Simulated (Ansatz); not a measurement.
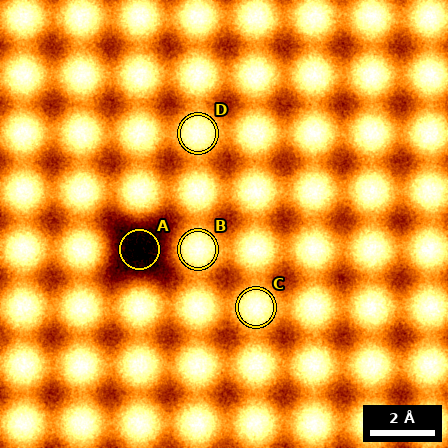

HAADF-like image of Cu (Fm-3m, No. 225) along [001]. The image is simulated as a sum over atoms of Z^1.7, blurred by a 1.20 Å probe (no channelling). The probe carries 15 % of its weight in a tail 2.5 times as wide. The display is stretched by a gamma of 0.65; percentages refer to the linear signal. Shot noise was added.

The sample is 1 repeat (3.6 Å) thick. One point defect was put into the perfect crystal, without relaxing the atoms around it. Brightness is counted from the darkest point of the image. Host structure: a calculation's starting geometry.

Question: Which ringed column holds the defect, and does it scatter more or less than its equals?

Answer: A; it scatters less. The column holds 1 atom (Cu) through the sample, and one Cu atom is missing, so its peak vanishes.
